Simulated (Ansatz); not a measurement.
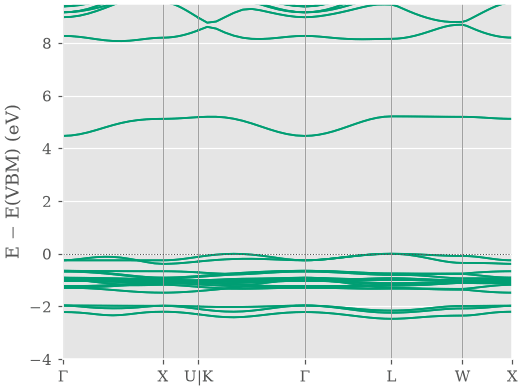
Figure: Band structure from r²SCAN with spin–orbit coupling (plane waves, PAW; program Ansatz)

Q: Read off the gap and where the band edges lie.

A: About 4.5 eV (4.47 eV by a search for the band edges); maximum at L, minimum at Γ.

The material is KRb2TlF6 in space group Fm-3m (No. 225; K on 4b, Rb on 8c, Tl on 4a, F on 24e).

The workflow started from a Materials Project entry (that database holds measured and hypothetical structures alike); the Crystallography Open Database copy checked does not list it. Its standing as an ambient phase is unchecked. The r²SCAN relaxation kept the symmetry of its start; whether a distortion lowers the energy is not shown.

Potentials: the later of the program's two PAW sets.
